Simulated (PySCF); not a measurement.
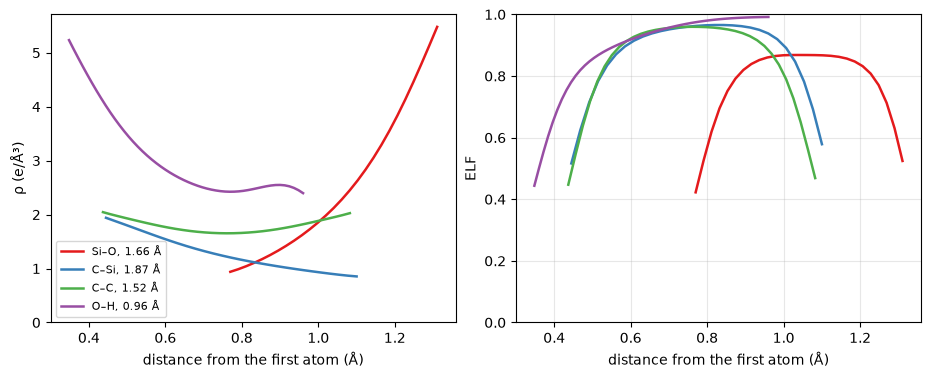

C6H14O2Si. Total electron density and electron localisation function along straight lines between neighbouring atoms. The curves leave out the atomic cores.

Geometry: PBE0-D3(BJ)/def2-SVP.

These are results of PySCF 2.14.0, PBE0/pcSseg-1, SCF density, gas phase, non-relativistic, not measurements.

```xyz
23

C     0.0699    2.3186    1.1884
C    -0.4811    1.0989    0.4690
C    -1.1989    0.0952    1.3886
C    -1.0802   -1.2830    0.7045
C    -0.2619   -1.0476   -0.5753
C     0.5427    0.2289   -0.2864
Si    2.1492   -0.1269    0.6076
O     1.7906   -0.6357    2.1514
O     2.9801   -1.3678   -0.1405
H    -0.7396    2.8967    1.6608
H     0.7697    2.0253    1.9887
H     0.6026    2.9936    0.4999
H    -1.2094    1.4459   -0.2882
H    -2.2418    0.3967    1.5718
H    -0.6910    0.0725    2.3647
H    -2.0591   -1.7326    0.4801
H    -0.5515   -1.9834    1.3676
H     0.3657   -1.9082   -0.8536
H    -0.9375   -0.8547   -1.4264
H     0.8591    0.7217   -1.2254
H     3.0551    1.0678    0.6211
H     2.5073   -1.0670    2.6264
H     3.7365   -1.1185   -0.6768
```

Compare the contacts.

Answer. Si–O (1.66 Å): the density is about 1.1 e/Å³ at the midpoint; the ELF peaks at about 0.85 between the atoms (a shared but strongly polarised pair).
C–Si (1.87 Å): the density is about 1 e/Å³ at the midpoint; the ELF peaks at about 0.95 between the atoms (localised, covalent bonding).
C–C (1.52 Å): ρ is about 1.7 e/Å³ halfway; the ELF peaks at about 0.95 between the atoms, as expected for a covalent bond.
O–H (0.96 Å): ρ at the midpoint is about 3.7 e/Å³; the ELF climbs to about 1 towards the hydrogen, as it does in any bond to H; a covalent bond by its length.
